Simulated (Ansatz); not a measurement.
**F2H2SSi: molecular dynamics**

Aim: follow the atoms for 40 steps of 0.5 fs at constant energy, with velocities drawn for 300 K, and see to which side of the barrier the system falls.

Computed with Ansatz 0.2.0, Gaussian basis. Level: Hartree-Fock/cc-pVDZ.

## 1. The starting structure

The start, a first-order saddle point found at PBE0-D4 in triple zeta: 6 atoms, charge 0, spin multiplicity 1.

Atoms are counted from 1 here; the program's logs count them from 0.

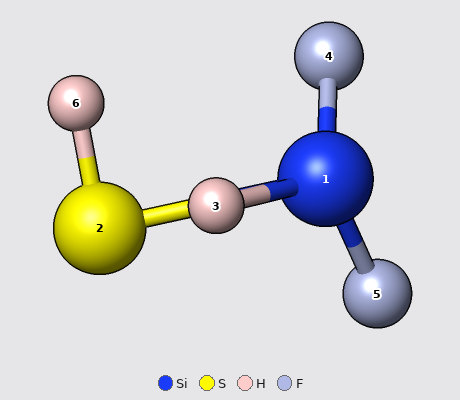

As it starts; silicon blue, sulfur yellow, hydrogen pink, fluorine light blue; atoms are numbered from 1 in the order of the file.

Coordinates:

```xyz
6
F2H2SSi
Si   -0.41389    0.81737   -0.18852
S     0.57607   -1.40404   -0.29104
H     0.86870    0.14881   -0.92207
F    -0.53593    1.01124    1.38947
F    -1.87821    0.47141   -0.71010
H     1.38326   -1.04479    0.72225
```

## 2. The run

Input file md/in.yaml:

```yaml
crystal:
  periodic: [false, false, false]
  atoms:
    - {symbol: Si, position_ang: [-0.413887, 0.817372, -0.188522]}
    - {symbol: S, position_ang: [0.576066, -1.404041, -0.291041]}
    - {symbol: H, position_ang: [0.868697, 0.148806, -0.922066]}
    - {symbol: F, position_ang: [-0.535926, 1.011241, 1.389471]}
    - {symbol: F, position_ang: [-1.878206, 0.471408, -0.710096]}
    - {symbol: H, position_ang: [1.383257, -1.044786, 0.722255]}
basis:
  gaussian: {orbitals: cc-pVDZ}
hamiltonian: {xc: hf}
md: {n_steps: 40, timestep: 0.5, temperature: 300, ensemble: nve, seed: 904, initial_velocities: maxwell_boltzmann}
```

Run with:

```sh
ansatz run in.yaml --threads 2 --pin off --events-out ev --progress --plain --max-ram 4352MiB
```

**Question.** What will these runs give? Wanted: temperature at the start; mean temperature, second half; lowest and highest potential energy, from the first frame; largest change of potential + kinetic; bonds lost by distance.

The runs gave:

| quantity | value |
| --- | --- |
| length | 40 steps, 20.0 fs |
| temperature at the start | 300 K |
| mean temperature, second half | 2221 K |
| lowest and highest potential energy, from the first frame | -1410 and 52 meV |
| largest change of potential + kinetic | 5.2 meV |
| bonds lost by distance | Si1–H3 |

In words: By the last frame it has moved towards the side where S2–H3 form. The system runs downhill by 1.41 eV, and that energy turns into motion. With no thermostat the total energy should stay fixed; it holds within 5.2 meV, small beside the kinetic energy, so the time step serves. With 6 atoms the instant temperature spans 201 to 3019 K.
